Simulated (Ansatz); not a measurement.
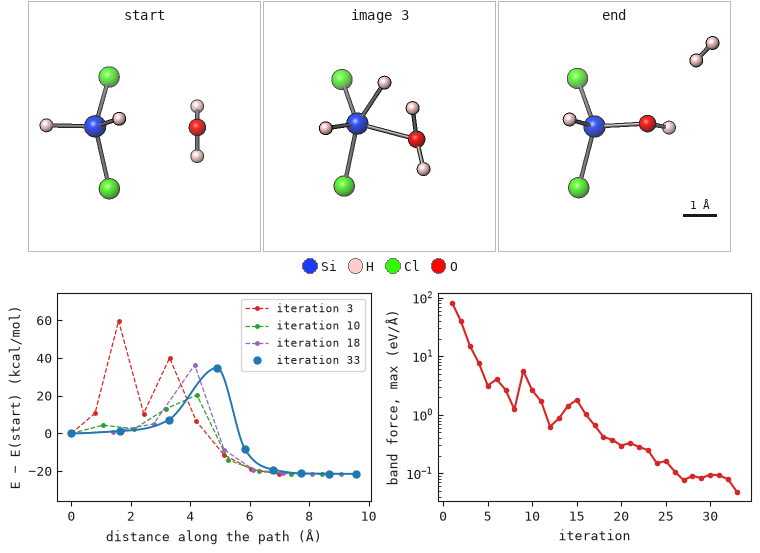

A nudged-elastic-band calculation for SiH4OCl2, made up at the start of SiH₂Cl₂ and H2O. Images are numbered from 0 (start) to 8 (end). The plot follows the band through its iterations. Style: ball-and-stick. Shown at a tilt.

Theory: RKS BLYP-D4/6-31G* in Ansatz. Run with 7 movable images; climbing image; force threshold 0.05 eV/Å; iteration limit 60; starting path through a guess of the saddle point.

> How did the profile develop, and is the result final?

The result is final at these settings. The band converged in 33 iterations. The largest component of the band force went from 82 to 0.048 eV/Å. The climbing image converged on the top of the path. Its vibrational analysis gives one imaginary mode (1353i cm⁻¹), as a transition state must have. The first iteration put the highest image at 400.8 kcal/mol. The highest point, image 3, lies 34.8 kcal/mol above the start and 56.2 kcal/mol above the end; the end is at −21.5 kcal/mol relative to the start.

Limits of the set-up: the start holds two separate molecules, 2.8 Å apart at their closest, whose relative position is a soft coordinate.

The run took 10 min on 1 thread of Arm Neoverse V1, with other jobs on the host, peak memory 0.12 GiB.
